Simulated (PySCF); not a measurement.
```
atom    x (Å)    y (Å)    z (Å)
   C   2.2402  -0.7719  -0.3714
   C   1.9601   0.0846   0.5785
  Si   0.1778   0.1599   1.2614
   P  -1.2841   1.4528   0.0538
  Si  -2.0890  -0.5113  -0.6056
   P  -0.7511  -1.8199   0.6038
   H   1.4474  -1.4185  -0.7807
   H   3.1866  -0.9162  -0.7995
   H   2.6446   0.7786   1.0812
   H  -0.1101   0.4540   2.6741
   H  -1.9961   1.6316   1.2669
   H  -3.5148  -0.8263  -0.3945
   H  -1.9287  -0.5314  -2.0844
   H  -1.7056  -1.9104   1.6494
```

Geometry: GFN2-xTB, MD frame at 250 fs, 200 K.

All numbers below come from PBE0/pcSseg-1, SCF density, gas phase, non-relativistic (PySCF).

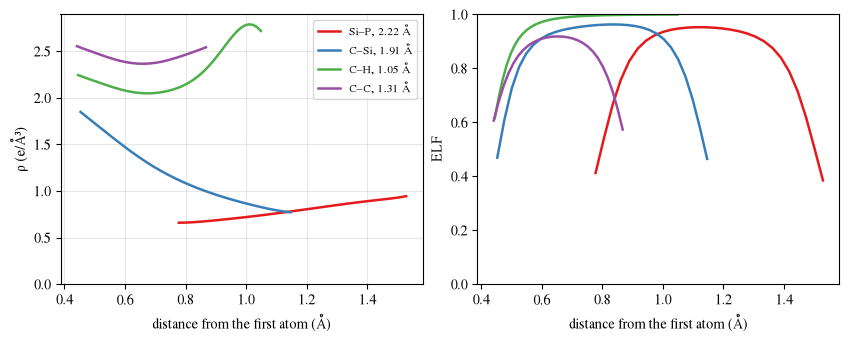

C2H8P2Si2. Electron density and electron localisation function along straight lines between neighbouring atoms. The curves leave out the atomic cores.

Question: What can be read from the curves?

Answer: Si–P (2.22 Å): ρ at the midpoint is about 0.76 e/Å³; the ELF peaks at about 0.95 between the atoms (localised, covalent bonding).
C–Si (1.91 Å): ρ is about 0.91 e/Å³ halfway; the ELF peaks at about 0.95 between the atoms, as expected for a shared electron pair.
C–H (1.05 Å): the density is about 2.2 e/Å³ at the midpoint; the ELF climbs to about 1 towards the hydrogen, as it does in any bond to H (an ordinary covalent bond to hydrogen).
C–C (1.31 Å): ρ at the midpoint is about 2.4 e/Å³; the ELF peaks at about 0.90 between the atoms (a multiple bond).
